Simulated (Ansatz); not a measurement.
```xyz
10

Hf   -0.4185   -0.5402   -0.4858
N     1.1305    0.6188    0.8689
S     0.7616   -2.4368   -0.9173
H     1.9478    0.0329    0.9652
O    -0.6213    0.7655   -1.9353
O    -1.9204   -0.6586    0.7702
H     1.4335    1.4965    0.4725
H     0.7862    0.8122    1.7981
H    -0.5589    1.0413   -2.8322
H    -2.5406   -1.1316    1.2957
```

Core potentials replace the inner electrons of Hf.

Method: RHF/def2-SVP (Ansatz 0.2.0).

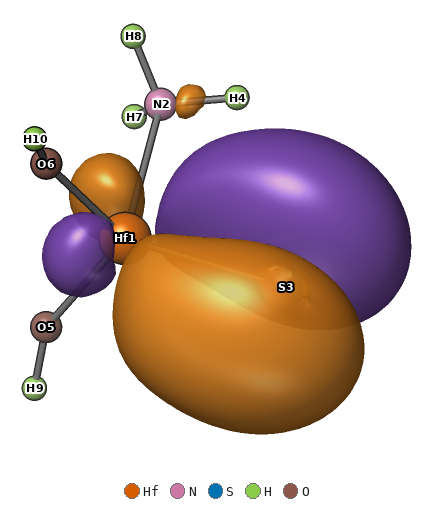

H₅HfNO₂S. The HOMO−1 at ±0.08 Å⁻³ᐟ² (orange and purple are the two phases), seen at an oblique angle.

Q: Where does this orbital lie, and at what energy?

A: By Hirshfeld shares it lies mainly on S3 (about 75 %) and Hf1 (about 20 %). Its energy is −8.22 eV.
